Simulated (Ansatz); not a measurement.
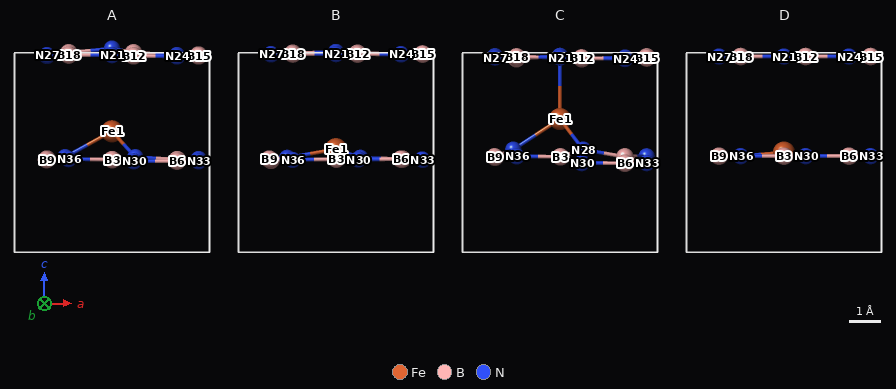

4 geometries from one relaxation of a defect cell of composition FeB17N18 (cell charge −1), in shuffled order. A ball-and-stick model of the cell of the calculation (origin shifted), seen along the b axis.

Level of theory: DFT, PBE, plane-wave PAW, default files, scalar-relativistic (Ansatz). Set-up: plane-wave cutoff 420 eV; k-point mesh 3 × 3 × 3; occupations fermi dirac; smearing width 0.01 eV; collinear spin; atoms relaxed in a fixed cell; force threshold 0.03 eV/Å; at most 40 steps.

Question: Order the frames from highest to lowest energy.

Answer: D, B, A, C. They are steps 0, 2, 5, 11, at +7.579 eV per cell of the calculation, +2.464 eV per cell of the calculation, +0.894 eV per cell of the calculation relative to the last. Over 10 accepted moves (11 points after the start) the energy falls by 7.579 eV per cell of the calculation. The largest force component goes from 17 to 0.03 eV/Å. The line search rejected the trial step at point 8 of the run. The atom that moves furthest is the Fe atom (1.12 Å along +c). Largest moves by element: Fe 1.12 Å, N 0.24 Å, B 0.23 Å. The cell stays as it was. Some distances before and after: Fe–N 3.198 → 2.105 Å, Fe–N 1.447 → 1.858 Å, B–N 1.442 → 1.408 Å, B–N 1.442 → 1.457 Å. New bonds form, among them: Fe–N (3.20 → 2.10 Å). Among the angles between lasting bonds that change: N–Fe–N 119.3° → 92.9°, B–N–B 120.0° → 123.5°, N–B–N 120.0° → 122.5°. The program noted that the starting moments weren't kept.

Limits of the set-up: the periodic images lie only 6.6 Å apart, so the values are limited by the cell's size; the cell is charged, on a uniform background, and energies carry no finite-size correction.
